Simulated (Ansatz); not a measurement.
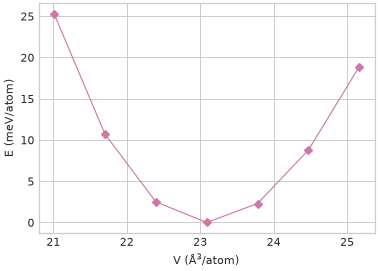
Fig. 1. Mg (A15 (β-W type), Pm-3n) under volume change, plane-wave PAW r²SCAN (Ansatz code), scaled uniformly.

What does a third-order Birch–Murnaghan fit give for V₀, B₀ and B′?

V₀ = 23.09 Å³/atom, B₀ = 37.2 GPa, B′ = 3.8.

The start of the workflow was typed in or built on a structure type; neither database checked (COD, Materials Project) lists it. It is not the phase usual at ambient conditions (space group No. 194). Symmetry was held in the r²SCAN relaxation; whether a distortion lowers the energy is not shown.

Potentials: the earlier of the program's two PAW sets.
